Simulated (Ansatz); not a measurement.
# VSe2 (P-3m1): one cell under locks on the spin (series 3), part 2 of 2

What does it cost to force the spins of VSe2 (P-3m1) into other sizes and orders? Cell and atoms stay fixed.

Ansatz 0.2.0; DFT PBEsol+U (U_eff = 4 eV on V d), plane waves, PAW.

## (4) Ferromagnetic start, free, default search

Contents of input.yaml:

```yaml
crystal:
  lattice:
    - [3.35500155, 0.0, 0.0]
    - [-1.67750077, 2.90551657, 0.0]
    - [0.0, 0.0, 6.13399905]
  atoms:
    - { symbol: V, position: [0.0, 0.0, 0.0], spin: 1.0 }
    - { symbol: Se, position: [0.3333333333, 0.6666666667, 0.25] }
    - { symbol: Se, position: [0.6666666667, 0.3333333333, 0.75] }
basis:
  ecutwfc: 420
  ecutrho_ratio: 4
kpoints:
  mp_grid: { grid: [7, 7, 3] }
hamiltonian:
  xc: pbesol
  hubbard: { sites: [{ site: 0, l: d, u_eff: 4.0 }] }
scf:
  occupations: { method: gaussian, width: 0.05 }
output:
  forces: true
  stress: true
  eigenvalues: true
  populations: true
  hubbard: { sites: [{ site: 0, l: d }] }
magnetization:
  spin_polarized: true
```

Command:

```bash
$ ansatz run input.yaml --threads 2 --pin off --max-ram 3072MiB --backend cpu --events-out ev --progress --plain --runs-dir out
```

Output:

```text
Warning: RAYON_NUM_THREADS=2 ignored (pool sized by the plan → 2); use --threads N
V: projections on atomic orbitals take those of the free atom [Ne] 3s2 3p6 3d3 4s2, of charge +0.00 (hamiltonian.pseudopotentials.projection_atoms); the dataset's partial waves leave at most 5.8e-7 of an orbital's norm unspanned inside its sphere
Se: projections on atomic orbitals take those of the free atom [Ar] 3d10 4s2 4p4, of charge +0.00 (hamiltonian.pseudopotentials.projection_atoms); the dataset's partial waves leave at most 2.3e-6 of an orbital's norm unspanned inside its sphere
Engine: ansatz 0.2.0, aarch64-unknown-linux-gnu
Pseudopotentials: kind: paw
Pseudopotential: V, paw, valence charge 13, recommended cutoff 420 eV (normal), V.paw.azcp
Pseudopotential: Se, paw, valence charge 16, recommended cutoff 420 eV (normal), Se.paw.azcp
Functional definition: PBEsol
  exchange = pbesol_x
  correlation = pbesol_c
Crystal: 3 atoms, lattice volume = 59.794 Å³
Basis set: ecut = 420 eV, 1185 PW (Γ), exchange–correlation on 48×48×90 points (8 copies of the dense FFT grid, shifted against one another)
Bands: 28, of which v1, the nominal top of the filled ones, is band 23 counted from 1 (22 counted from 0)
Symmetry: 12 space group operations
Space group: P-3m1 (ITA 164), of the structure as read, at distance tolerance 3.9e-5 Å
Magnetic group: BNS 164.85 (UNI 1315), of the structure as read, at distance tolerance 3.9e-5 Å
k-points: 20 of 147
Non-local potential: V, projectors of the file, l = 0: 3, l = 1: 2, l = 2: 3, l = 3: 1
Non-local potential: Se, projectors of the file, l = 0: 2, l = 1: 2, l = 2: 3, l = 3: 1
PAW form: soft (Blöchl's): semilocal exchange-correlation on the pseudo side does not see the compensation charge
PAW frozen core: V, regenerated for the run's functional, and the local potential with it (the file was generated under x = pbe(κ = 0.804, μ = 0.2195149727645171), c = pbe(β = 0.06672455060314922))
PAW frozen core: Se, regenerated for the run's functional, and the local potential with it (the file was generated under x = pbe(κ = 0.804, μ = 0.2195149727645171), c = pbe(β = 0.06672455060314922))
PAW one-centre angular grid: V, 590 points (default); XC on 64 Gauss nodes
PAW one-centre angular grid: Se, 590 points (default); XC on 64 Gauss nodes
Initial density: superposition of atomic densities (chi_scale 0.1, normalization cell, long waves kept (reshape's long-wave potential 0.07 eV rms))
Starting moments: Σ|m| = 1 μB on 1 of 3 sites
Initial wavefunctions: pseudopotential atomic-orbital guess
Functional: x = pbesol(κ = 0.804, μ = 0.12345679012345678), c = pbesol(β = 0.046)
SCF iter   1: F=—  HF=-13733.276268 eV  |F-HF|=—  |Δ(HF+E_count)|=         —  Δρ=7.69e-2 (↑7.69e-2 ↓3.67e-2)  dr2=2.11e1  dr2_m=3.26e-1  M=1.246 μB ∫|m|=1.920 μB  β_m=1.00  ethr=3.10e-3  ⟨swp⟩=5.8  Hψ=4188  notcnv=0
preconditioner: auto → Kerker (q_TF=auto, 2.602 Å⁻¹)  [metal: Δε(μ)=0.041 eV  Ē_g=7.648 eV  σ=0.050 eV  W_gap=0.43  n_scr=22 (ndim 8)  ℏωp=19.8 eV  f_vac=0.018  D(μ)=2.27/eV (n_scr^D=22)]
spin=Collinear: Kerker preconditioning applied to the charge; magnetization (m = ρ↑ − ρ↓) channel mixes plain (no charge-response kernel on spin).
SCF iter   2: F=—  HF=-13732.271905 eV  |F-HF|=—  |Δ(HF+E_count)|=    1.00e0  Δρ=2.66e-2 (↑2.66e-2 ↓1.96e-2)  dr2=2.66e0  dr2_m=2.20e-2  M=1.082 μB ∫|m|=1.948 μB  β_m=0.30  ethr=3.10e-3  ⟨swp⟩=3.0  Hψ=2205  notcnv=0  defer=34
SCF iter   3: F=—  HF=-13732.085622 eV  |F-HF|=—  |Δ(HF+E_count)|=   1.86e-1  Δρ=1.91e-2 (↑1.91e-2 ↓1.41e-2)  dr2=2.73e0  dr2_m=2.64e-2  M=1.250 μB ∫|m|=2.198 μB  β_m=1.00  ethr=3.10e-3  ⟨swp⟩=2.0  Hψ=1356  notcnv=0  defer=34
SCF iter   4: F=—  HF=-13731.739628 eV  |F-HF|=—  |Δ(HF+E_count)|=   3.46e-1  Δρ=2.07e-2 (↑2.07e-2 ↓1.11e-2)  dr2=8.36e-1  dr2_m=2.48e-2  M=1.082 μB ∫|m|=2.103 μB  β_m=0.30  ethr=3.10e-3  ⟨swp⟩=2.7  Hψ=1613  notcnv=0  defer=34
SCF iter   5: F=—  HF=-13731.696258 eV  |F-HF|=—  |Δ(HF+E_count)|=   4.34e-2  Δρ=7.04e-3 (↑7.04e-3 ↓4.13e-3)  dr2=9.13e-2  dr2_m=7.58e-3  M=1.242 μB ∫|m|=2.299 μB  β_m=1.00  ethr=1.86e-3  ⟨swp⟩=2.1  Hψ=1563  notcnv=0  defer=28
SCF iter   6: F=—  HF=-13731.731487 eV  |F-HF|=—  |Δ(HF+E_count)|=   3.52e-2  Δρ=1.53e-2 (↑1.53e-2 ↓3.82e-3)  dr2=3.54e-1  dr2_m=2.13e-2  M=1.328 μB ∫|m|=2.505 μB  β_m=1.00  ethr=2.03e-4  ⟨swp⟩=2.1  Hψ=1642  notcnv=0  defer=28
SCF iter   7: F=—  HF=-13731.742878 eV  |F-HF|=—  |Δ(HF+E_count)|=   1.14e-2  Δρ=6.92e-3 (↑6.92e-3 ↓4.16e-3)  dr2=1.15e-1  dr2_m=1.37e-3  M=1.325 μB ∫|m|=2.546 μB  β_m=1.00  ethr=2.03e-4  ⟨swp⟩=2.2  Hψ=1380  notcnv=0  defer=27
SCF iter   8: F=—  HF=-13731.762103 eV  |F-HF|=—  |Δ(HF+E_count)|=   1.92e-2  Δρ=9.47e-3 (↑9.47e-3 ↓1.82e-3)  dr2=8.86e-2  dr2_m=9.97e-3  M=1.258 μB ∫|m|=2.430 μB  β_m=0.30  ethr=2.03e-4  ⟨swp⟩=2.2  Hψ=1508  notcnv=0  defer=27
SCF iter   9: F=—  HF=-13731.768213 eV  |F-HF|=—  |Δ(HF+E_count)|=   6.11e-3  Δρ=2.39e-3 (↑2.39e-3 ↓5.12e-4)  dr2=3.71e-3  dr2_m=7.67e-4  M=1.323 μB ∫|m|=2.525 μB  β_m=1.00  ethr=1.97e-4  ⟨swp⟩=2.0  Hψ=1389  notcnv=0  defer=28
SCF iter  10: F=—  HF=-13731.781129 eV  |F-HF|=—  |Δ(HF+E_count)|=   1.29e-2  Δρ=2.80e-3 (↑2.80e-3 ↓4.44e-4)  dr2=2.18e-3  dr2_m=9.56e-4  M=1.326 μB ∫|m|=2.545 μB  β_m=1.00  ethr=8.24e-6  ⟨swp⟩=1.6  Hψ=1387  notcnv=0  defer=28
[... 4 lines left out ...]
spin-set hold released at iteration 13 (site moments contracting): the magnetisation degrees of freedom join the quasi-Newton model from the next iteration; the mixer history was flushed
[... 7 lines left out ...]
SCF iter  21: F=—  HF=-13732.011429 eV  |F-HF|=—  |Δ(HF+E_count)|=   2.92e-3  Δρ=4.49e-4 (↑4.49e-4 ↓1.16e-4)  dr2=7.67e-5  dr2_m=3.11e-5  M=1.423 μB ∫|m|=2.488 μB  β_m=0.89  ethr=1.19e-6  ⟨swp⟩=2.0  Hψ=1974  notcnv=0  defer=31
SCF iter  22: F=—  HF=-13732.011655 eV  |F-HF|=—  |Δ(HF+E_count)|=   2.26e-4  Δρ=1.85e-4 (↑1.85e-4 ↓8.02e-5)  dr2=3.13e-5  dr2_m=5.06e-6  M=1.423 μB ∫|m|=2.483 μB  β_m=0.94  ethr=1.70e-7  ⟨swp⟩=2.0  Hψ=1819  notcnv=0  defer=31
SCF iter  23: F=—  HF=-13732.011662 eV  |F-HF|=—  |Δ(HF+E_count)|=   6.91e-6  Δρ=5.63e-5 (↑5.63e-5 ↓1.50e-5)  dr2=1.34e-6  dr2_m=4.44e-7  M=1.423 μB ∫|m|=2.482 μB  β_m=0.97  ethr=6.95e-8  ⟨swp⟩=2.0  Hψ=1737  notcnv=0  defer=31
SCF iter  24: F=—  HF=-13732.011666 eV  |F-HF|=—  |Δ(HF+E_count)|=   4.09e-6  Δρ=1.93e-5 (↑1.93e-5 ↓9.04e-6)  dr2=6.73e-7  dr2_m=4.62e-8  M=1.423 μB ∫|m|=2.482 μB  β_m=0.83  ethr=2.98e-9  ⟨swp⟩=2.0  Hψ=1961  notcnv=0  defer=31
SCF iter  25: F=—  HF=-13732.011666 eV  |F-HF|=—  |Δ(HF+E_count)|=   3.68e-8  Δρ=1.30e-5 (↑1.30e-5 ↓3.42e-6)  dr2=1.57e-7  dr2_m=1.76e-8  M=1.423 μB ∫|m|=2.482 μB  β_m=0.91  ethr=1.49e-9  ⟨swp⟩=2.0  Hψ=1930  notcnv=0  defer=31
SCF iter  26: F=-13732.011666 eV  HF=-13732.011666 eV  |F-HF|=5.58e-9  |Δ(HF+E_count)|=   1.27e-7  Δρ=1.91e-6 (↑1.91e-6 ↓1.19e-6)  dr2=1.41e-8  dr2_m=2.02e-10  M=1.423 μB ∫|m|=2.482 μB  ethr=2.22e-10  ⟨swp⟩=8.5  Hψ=4163  notcnv=0
SCF 1 converged in 26 iterations: F = -13732.011666 eV  dr2 = 1.41e-8
Symmetry: 4 space group operations
k-points: 44 of 147
Initial density: read from a saved state, or passed on in memory by an earlier SCF of this step, an earlier step, the calling program or the single point that the run made first
Starting moments: Σ|m| = 1 μB on 1 of 3 sites; this step starts from the density that it was given
Initial wavefunctions: those read from a saved state, or passed on in memory by an earlier step or the calling program
iter 1 solved again at ethr=3.13e-11 eV; its pass at ethr=2.22e-6 eV (dr2=1.41e-8 eV) is discarded
SCF iter   1: F=—  HF=-13732.011666 eV  |F-HF|=—  |Δ(HF+E_count)|=         —  Δρ=1.91e-6 (↑1.91e-6 ↓1.19e-6)  dr2=1.41e-8  dr2_m=2.02e-10  M=1.423 μB ∫|m|=2.482 μB  ethr=3.13e-11  ⟨swp⟩=1.0  Hψ=11865  notcnv=0
preconditioner: auto → Resta (q_TF=auto, 2.602 Å⁻¹)  ε∞=6.2  [insulator: Δε(μ)=0.067 eV  Ē_g=8.652 eV  σ=0.050 eV  W_gap=0.50  n_scr=22 (ndim 8)  ℏωp=19.8 eV  f_vac=0.033  D(μ)=1.37/eV (n_scr^D=2)  ε∞_Penn≈6.2]
spin=Collinear: Resta preconditioning applied to the charge; magnetization (m = ρ↑ − ρ↓) channel mixes plain (no charge-response kernel on spin).
SCF iter   2: F=—  HF=-13732.011665 eV  |F-HF|=—  |Δ(HF+E_count)|=   1.62e-6  Δρ=2.37e-5 (↑2.37e-5 ↓1.37e-5)  dr2=7.00e-7  dr2_m=2.50e-8  M=1.423 μB ∫|m|=2.482 μB  ethr=2.22e-6  ⟨swp⟩=1.0  Hψ=8528  notcnv=0
preconditioner: auto → Kerker (q_TF=auto, 2.602 Å⁻¹)  [metal: Δε(μ)=0.063 eV  Ē_g=8.652 eV  σ=0.050 eV  W_gap=0.48  n_scr=22 (ndim 8)  ℏωp=19.8 eV  f_vac=0.033  D(μ)=1.37/eV (n_scr^D=2)]
spin=Collinear: Kerker preconditioning applied to the charge; magnetization (m = ρ↑ − ρ↓) channel mixes plain (no charge-response kernel on spin).
SCF iter   3: F=-13732.011666 eV  HF=-13732.011666 eV  |F-HF|=8.67e-9  |Δ(HF+E_count)|=   1.58e-6  Δρ=3.68e-6 (↑3.68e-6 ↓2.40e-6)  dr2=2.14e-8  dr2_m=1.08e-9  M=1.423 μB ∫|m|=2.482 μB  ethr=2.22e-10  ⟨swp⟩=1.3  Hψ=5380  notcnv=0
an SCF along what the orbitals of the run's state read of its open shells (or to have them read: on a GPU, or by another smearing), with 8 of the crystal's symmetry operations given up (44 k-points in place of 20), reached no lower state that the run goes on to. This is no proof of a minimum
SCF converged after 26 iterations
Magnetization: 1.4234 μB (23.2117 up, 21.7883 down)
Absolute magnetization: 2.4567 μB (∫|ρ↑−ρ↓|, with the PAW one-centre terms)
Spin contamination: 0.3029 ħ² per cell (⟨S²⟩ above its minimum at these occupations)
Per-site moments (μB) at R_I (Å): [(1.6773735804764547, 1.0191032121220458), (-0.1839021223787157, 1.019103212122046), (-0.18390212237871534, 1.0191032121220458)]
Free energy (F): -13732.011666 eV
Harris-Foulkes:  -13732.011666 eV  (|F-HF|=5.58e-9)
Internal energy: -13732.009951 eV  (E = F + TS)
E sigma→0 (E₀):  -13732.010809 eV
Entropy (-TS):   -0.001715 eV (-0.572 meV/atom)
Fermi energy:    10.231660 eV
--- Per-component energies (eV) ---
  E_band       = -917.874319
  E_kinetic    = 575.301445
  E_local      = -6066.522769  (includes V_loc(G=0)·N_el)
  E_nonlocal   = -1227.393008
  E_hartree    = 2963.431367
  E_xc         = -337.023644
  E_vxc        = -362.128709  (∫ρ·V_xc dr)
  E_hubbard    = 2.994336  (on-site DFT+U / exact-exchange correction)
  E_vhub       = -1.531297  (the Hubbard potential's part of the band-sum identity)
  E_paw        = -4822.919638  (= ΣΔE_a)
  E_vpaw       = 237.534597  (= ΣTr[D̂ρ^β])
  E_aug_tail   = -0.000851  (compensation charges beyond the density's cutoff)
  E_ewald      = -4822.043771
  E_core_change = 2.166580  (= ΣΔE_core)
  E_smearing   = -0.001715  (= −TS)
  E_closure    = 0.000000  (closes the sum)
  Σ components = -13732.011666   (vs F -13732.011666, Δ=0.00e0)
--- Forces (eV/Å), atoms counted from 1 ---
  atom   1  V      0.00000000    -0.00000000     0.00000000
  atom   2  Se     0.00000000     0.00000000     0.70464058
  atom   3  Se    -0.00000000    -0.00000000    -0.70464058
  max |Σ_I F_I| component: 8.67e-19 eV/Å
--- Stress (GPa, compression-positive) ---
        7.622307      -0.000000      -0.000000
       -0.000000       7.622307      -0.000000
       -0.000000      -0.000000       4.804205
  P = ⅓ Tr σ = 6.6829 GPa (66.829 kbar)
--- Band table (eV; the first three rows and the last of 40) ---
  k-point 0 ↑: bands = ["-54.3005", "-36.8719", "-36.8719", "-36.8714", "-36.8714", "-36.8454", "-36.8454", "-36.8450", "-36.8450", "-36.8328", "-36.8323", "-28.4578", "-28.1530", "-28.1530", "-3.8772", "-2.4053", "4.8043", "7.7708", "7.7708", "8.6761", "8.6761", "10.4918", "11.0908", "11.6567", "11.6567", "13.9948", "13.9948", "16.8009"]
  k-point 1 ↑: bands = ["-54.3005", "-36.8719", "-36.8719", "-36.8714", "-36.8714", "-36.8453", "-36.8453", "-36.8451", "-36.8451", "-36.8327", "-36.8325", "-28.4578", "-28.1530", "-28.1530", "-3.6701", "-2.7441", "5.7537", "7.7840", "7.7840", "8.5002", "8.6776", "8.6776", "11.5348", "11.5348", "11.6867", "14.1776", "14.1776", "17.0256"]
  k-point 2 ↑: bands = ["-54.2992", "-36.8717", "-36.8715", "-36.8712", "-36.8707", "-36.8459", "-36.8457", "-36.8449", "-36.8448", "-36.8325", "-36.8320", "-28.4543", "-28.1693", "-28.1567", "-3.6082", "-2.2712", "5.1242", "7.2231", "7.9611", "8.2343", "8.4226", "10.1679", "10.5166", "11.4574", "11.4793", "13.2800", "13.8530", "17.7629"]
  k-point 19 ↓: bands = ["-52.5278", "-36.9134", "-36.9126", "-36.9120", "-36.9116", "-36.8822", "-36.8818", "-36.8816", "-36.8810", "-36.8640", "-36.8639", "-27.0847", "-26.2809", "-26.2554", "-1.8645", "-1.7723", "5.8047", "6.0775", "6.9025", "7.4727", "8.2747", "8.5907", "13.2510", "13.7358", "14.1744", "14.4637", "14.8936", "17.4367"]
Occupation matrices written to <dir>
--- Löwdin populations: 3 sites ---
  site symbol       q [e]    m [muB]
     0      V     12.2617     2.0428
     1     Se     16.2822    -0.3176
     2     Se     16.2822    -0.3176
  spilling = 0.003864 (of n_electrons = 45.000000)
--- Occupation matrices: 1 shell (run DFT+U table (all-electron-ortho-atomic); ε = 2.21e-3) ---
  V0 d_3D: site group D3d (-3m)
  V0 d_3D up     Tr n = 2.8899  λ = 0.189 0.458 0.458 0.893 0.893  [z2 1.00 (T2g 1.00) A1g(1.00) | 2× xz 0.29 (Eg 0.99) Eg(1.00) | 2× x2-y2 0.29 (T2g 0.99) Eg(1.00)]
  V0 d_3D dn     Tr n = 0.8701  λ = 0.076 0.076 0.096 0.311 0.311  [2× x2-y2 0.36 (T2g 1.00) Eg(1.00) | z2 1.00 (T2g 1.00) A1g(1.00) | 2× xz 0.36 (Eg 1.00) Eg(1.00)]
  Tr n, λ and their labels are of the run-group-symmetrised matrices; stabiliser: 12 of 24 elements of G0×{1,Θ} (closed), max defect 1.9e-15 at τ = 4.7e-4
```

Run time: 33 s. Hardware: 2 threads of Arm Neoverse N1, shared host; peak memory 0.66 GiB.

Result: no gap, pressure 6.7 GPa, moments in spheres V 1.68; Se -0.18 μB, largest force component 0.70 eV/Å, 12 symmetry operations imposed.

The shells' filling, with natural orbitals sorted by occupation:

| shell | channel | electrons | over 0.8 | 0.2 to 0.8 | under 0.2 |
| --- | --- | --- | --- | --- | --- |
| V 3d (atom 1) | up | 2.89 | 2 | 2 | 1 |
| V 3d (atom 1) | down | 0.87 | 0 | 2 | 3 |

## (5) Results

This closing draws on all 2 parts.

Energies count from the lowest free state and have the smearing extrapolated to zero; for held moments they are taken at the target, with the constraint's term.

| start | energy (meV/atom) | gap (eV) | pressure (GPa) | largest moment (μB) | SCF cycles | time |
| --- | --- | --- | --- | --- | --- | --- |
| total moment held at first, then free, 0.50 μB per cell (earlier series) | 0.0 | metal | 6.7 | 1.68 | 25 | 9.8 s |
| ferromagnetic start, free, default search | 0.0 | metal | 6.7 | 1.68 | 29 | 33 s |
| site moments held (series factor 0.8; the input gives the size) [held] | 21.3 | metal | 5.5 | 1.33 | 48 | 36 s |
| no spin polarisation | 278.3 | metal | -0.1 | 0.00 | 15 | 4.1 s |

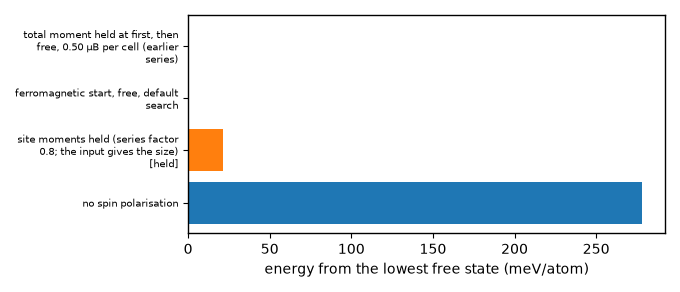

Energy of each end state; held states orange.

The 2 free runs end within about 1 meV/atom of each other. The run with the program's default settings reaches the lowest one found. Without spin polarisation the energy is 278 meV/atom higher. The cheapest of the held states, «site moments held (series factor 0.8; the input gives the size)», lies +21 meV/atom from the lowest free state; part of that can come from another filling of the orbitals. The lowest state found need not be the ground state, and the geometry wasn't relaxed for any of them.
